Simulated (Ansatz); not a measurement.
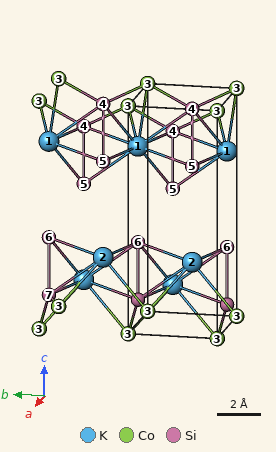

Starting structure of a crystal of K2CoSi4 (a generated structure, set up in P-4m2) (coarse preliminary run). Style: ball-and-stick. Shown: the cell of the calculation, repeated 1 × 2 × 1 with one cell outlined, from a free direction.

Computed with DFT PBE+D3(BJ), scalar-relativistic, plane waves, PAW (Ansatz).

Input file:
```yaml
crystal:
  lattice:
    - [4.24550265, 0.0, 0.0]
    - [0.0, 4.24550265, 0.0]
    - [0.0, 0.0, 10.96854341]
  atoms:
    - { symbol: K, position: [0.5, 0.0, 0.77370415] }
    - { symbol: K, position: [0.0, 0.5, 0.22629585] }
    - { symbol: Co, position: [0.0, 0.0, 0.0], spin: 3.0 }
    - { symbol: Si, position: [0.0, 0.5, 0.89971321] }
    - { symbol: Si, position: [0.0, 0.5, 0.64769509] }
    - { symbol: Si, position: [0.5, 0.0, 0.35230491] }
    - { symbol: Si, position: [0.5, 0.0, 0.10028679] }
basis:
  ecutwfc: 420
kpoints:
  mp_grid: { grid: [4, 4, 2] }
hamiltonian:
  xc: pbe
  dispersion: d3bj
scf:
  occupations: { method: gaussian, width: 0.1 }
  lower_state_search: "off"
output:
  forces: true
  stress: true
  eigenvalues: true
  populations: true
magnetization:
  spin_polarized: true
relax:
  adjacent_minimum: "off"
  f_tol: 0.04
  max_steps: 70
  cell: { stress_tol: 0.4 }
```

Run as
```bash
ansatz run input.yaml --threads 1 --pin off --max-ram 2560MiB --backend cpu --events-out ev --progress --plain --runs-dir out
```

What does the optimiser find from here?

The largest moves relative to the cell, 2.78 Å, are those of Si5 and Si6. Si6 goes along −c. By element the largest moves are Si 2.78 Å, K 1.46 Å. Co stays in place. Cell: a = b 4.246 → 3.664 Å (−13.7 %), c 10.969 → 12.484 Å (+13.8 %). Volume −15.2 %. Near-neighbour distances that change, for instance: Si4–Si6 5.801 → 2.621 Å, K1–Si4 3.305 → 6.084 Å, Co3–Si5 4.409 → 2.443 Å, K1–Co3 3.266 → 4.661 Å. New bonds form, among them: Co3–Si5 (4.41 → 2.44 Å), Co3–Si6 (4.41 → 2.44 Å). Bonds break, among them: K1–Co3 (3.27 → 4.66 Å), K1–Si4 (3.30 → 6.08 Å), K2–Co3 (3.27 → 4.66 Å), K2–Si7 (3.30 → 6.08 Å). Among the angles between lasting bonds that change: K2–Si4–Co3 62.6° → 123.6°, Si6–K2–Si6 130.6° → 88.3°, K2–Si6–K2 130.6° → 88.3°. The space group stays P-4m2 (No. 115). Over 25 accepted moves (27 points after the start) the energy falls by 821 meV per atom. Largest force component: 0.79 eV/Å at the start, 0.028 eV/Å at the end. Pressure: −4.61 GPa at the start and 0.03 GPa at the end. The line search rejected the trial step at point 25 of the run. At 1 point the geometry stayed and the basis and grid were re-selected for the new cell (energy shift of 1.7 meV per atom at most each time). The program noted that the starting moments weren't kept. The run may lie on a higher electronic state than the lowest, so the end point isn't shown to be the ground-state structure.

Final geometry:

```
K Co Si
1.0
     3.66352    0.00000    0.00000
     0.00000    3.66352    0.00000
     0.00000    0.00000   12.48401
K Co Si
2 1 4
Direct
  0.50000 0.00000 0.65665
  0.00000 0.50000 0.34335
  0.00000 0.00000 0.00000
  0.00000 0.50000 0.09760
  0.00000 0.50000 0.87052
  0.50000 0.00000 0.12948
  0.50000 0.00000 0.90240
```

The end point in the same view:

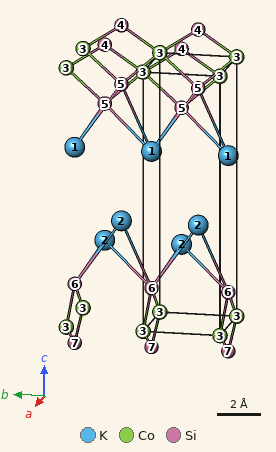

Limits of the set-up: the k-point mesh is coarse for a cell with partly filled bands.
